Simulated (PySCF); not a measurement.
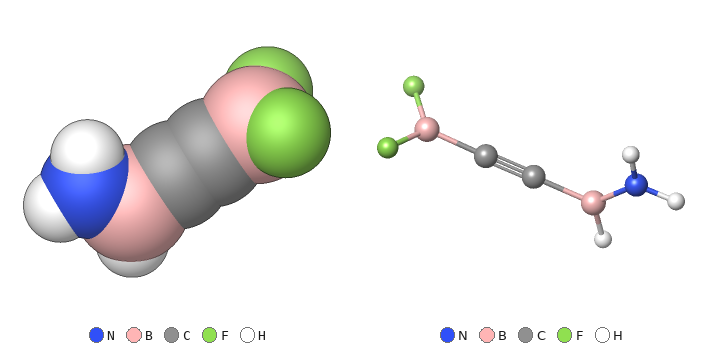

The same structure drawn twice, from different directions.

The geometry was computed by an optimisation with PBE0-D3(BJ)/def2-SVP. No frequency run is at hand to confirm it as a minimum.

**Give the formula.**

C₂H₃B₂F₂N, 10 atoms: 2 carbon, 3 hydrogen, 2 boron, 2 fluorine and 1 nitrogen.

**How many bonds of each kind are drawn?**

2 C–B, 2 B–F, 2 N–H, 1 B–N, 1 C–C, 1 B–H.

**Write the SMILES.**

NBC#CB(F)F

**Does it have rings?**

It has no ring.

More results for the same structure follow; atom numbers are the same in all pictures, views and colours differ.

## Shape

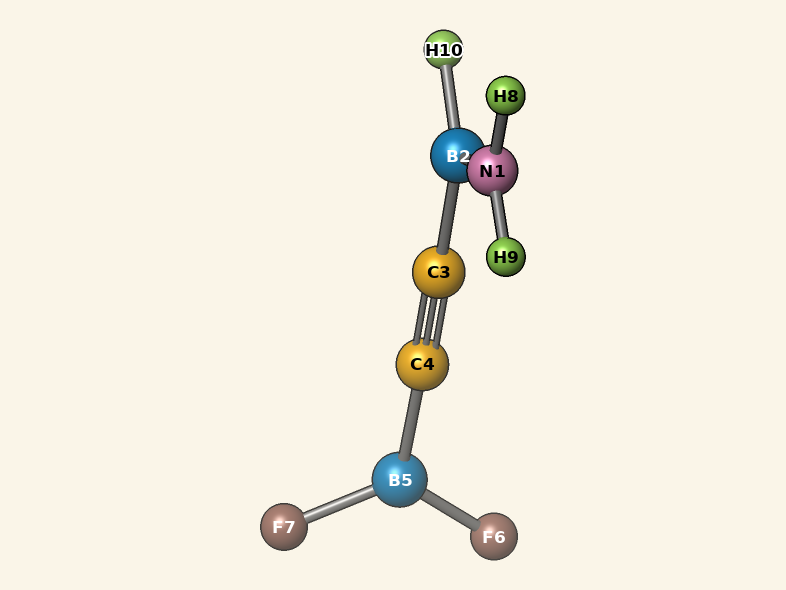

B2 lies behind N1. The molecule seen a little off the N1–B2 bond, N1 in front. Depth is shown by fading: the farther an atom, the more it takes the colour of the background. No frequency run is at hand to confirm it as a minimum.

**What is the torsion angle H8–N1–B2–C3? The sign is positive where the front bond must turn clockwise to cover the back bond.**

180°, antiperiplanar (anti).

## Excitation

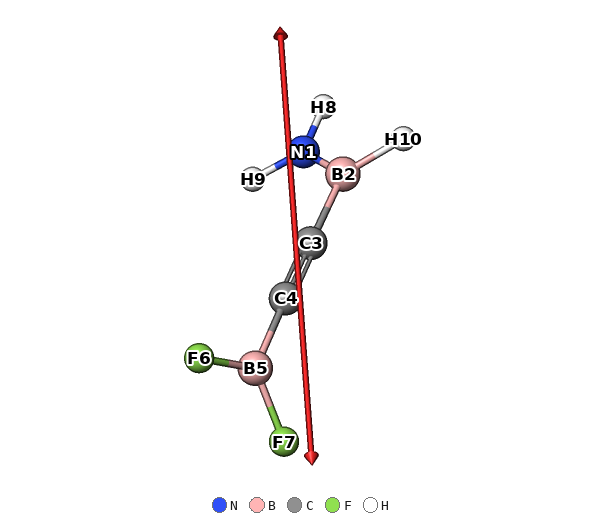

The double arrow shows the direction of the transition dipole to excited singlet state 4 (its length means nothing). No frequency run is at hand to confirm it as a minimum. Level of theory: TDDFT B3LYP/def2-SVPD, vertical, gas phase, core orbitals frozen in the response (PySCF 2.14.0).

**Give its energy, strength and character.**

6.74 eV (184 nm), oscillator strength 0.043, mainly HOMO−2 → LUMO (weight 0.78); transition dipole 1.30 D.

## Levels of theory compared

No frequency run is at hand to confirm it as a minimum. Program: PySCF 2.14.0.

Tabulate HOMO–LUMO gap (eV) at these levels: B3LYP/def2-SVPD; B3LYP/def2-SVPD in chloroform (IEF-PCM); B3LYP/def2-SVPD in cyclohexane (IEF-PCM); BHandHLYP/aug-pcX-1 (pcseg-1 on H); PBE0/pcSseg-1 in chloroform (IEF-PCM); PBE0/pcSseg-1 in cyclohexane (IEF-PCM).

```json
{"level": "B3LYP/def2-SVPD", "HOMO–LUMO gap (eV)": "6.44"}
{"level": "B3LYP/def2-SVPD in chloroform (IEF-PCM)", "HOMO–LUMO gap (eV)": "6.35"}
{"level": "B3LYP/def2-SVPD in cyclohexane (IEF-PCM)", "HOMO–LUMO gap (eV)": "6.40"}
{"level": "BHandHLYP/aug-pcX-1 (pcseg-1 on H)", "HOMO–LUMO gap (eV)": "8.95"}
{"level": "PBE0/pcSseg-1 in chloroform (IEF-PCM)", "HOMO–LUMO gap (eV)": "6.83"}
{"level": "PBE0/pcSseg-1 in cyclohexane (IEF-PCM)", "HOMO–LUMO gap (eV)": "6.88"}
```

## Charges

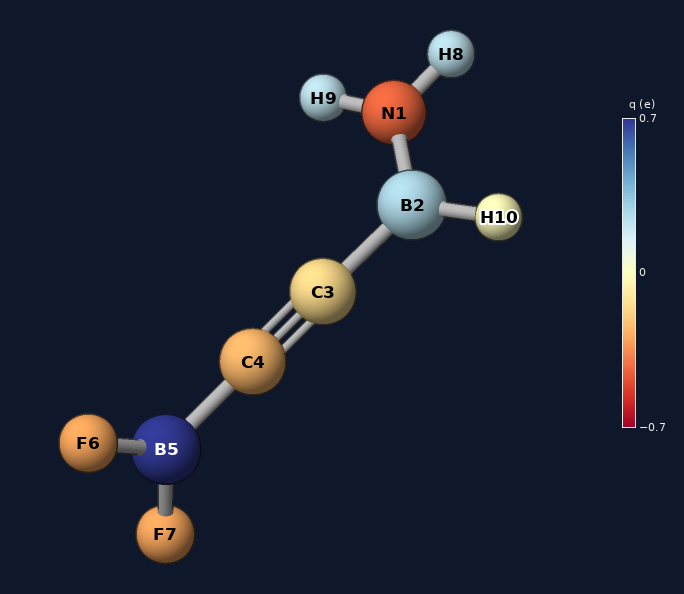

Atoms are coloured by their Mulliken charges. No frequency run is at hand to confirm it as a minimum. Level of theory: PBE0/pcSseg-1 in chloroform (IEF-PCM) (PySCF 2.14.0).

**Which atom carries the highest charge (most positive or least negative)?**

B5 (0.69 e).

**And the lowest?**

N1 (−0.43 e).

List the Mulliken charges.

```json
{"atom": "N1", "value (e)": "−0.43"}
{"atom": "B2", "value (e)": "0.26"}
{"atom": "C3", "value (e)": "−0.14"}
{"atom": "C4", "value (e)": "−0.24"}
{"atom": "B5", "value (e)": "0.69"}
{"atom": "F6", "value (e)": "−0.29"}
{"atom": "F7", "value (e)": "−0.29"}
{"atom": "H8", "value (e)": "0.23"}
{"atom": "H9", "value (e)": "0.22"}
{"atom": "H10", "value (e)": "−0.01"}
```

## Quadrupole coupling

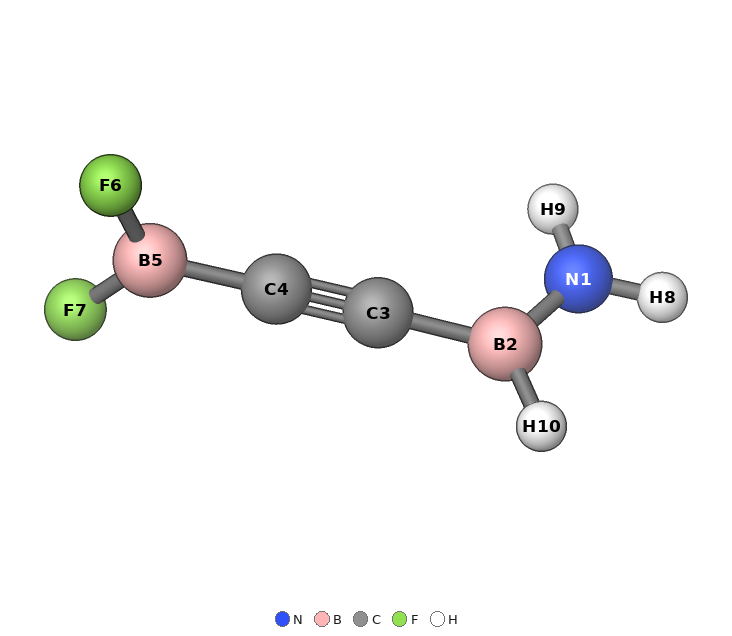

No frequency run is at hand to confirm it as a minimum. Electric field gradients from the ground-state density, PBE0/pcSseg-1 in chloroform (IEF-PCM) (PySCF 2.14.0), non-relativistic apart from any core potentials.

Give the largest field-gradient component, the quadrupole coupling constant and the asymmetry for 14N at N1 (Q = 20.44 mb), 11B at B2 (Q = 40.59 mb), 11B at B5 (Q = 40.59 mb), 2H at H8 (Q = 2.86 mb), 2H at H9 (Q = 2.86 mb), 2H at H10 (Q = 2.86 mb).

```json
{"atom": "N1", "V_zz (a.u.)": "−0.493", "e²qQ/h (MHz)": "−2.37", "η": "0.69"}
{"atom": "B2", "V_zz (a.u.)": "0.375", "e²qQ/h (MHz)": "3.58", "η": "0.23"}
{"atom": "B5", "V_zz (a.u.)": "0.337", "e²qQ/h (MHz)": "3.21", "η": "0.44"}
{"atom": "H8", "V_zz (a.u.)": "0.401", "e²qQ/h (MHz)": "0.269", "η": "0.14"}
{"atom": "H9", "V_zz (a.u.)": "0.398", "e²qQ/h (MHz)": "0.267", "η": "0.14"}
{"atom": "H10", "V_zz (a.u.)": "0.201", "e²qQ/h (MHz)": "0.135", "η": "0.01"}
```

Mulliken values depend strongly on the basis set and can even reverse the polarity of a bond.
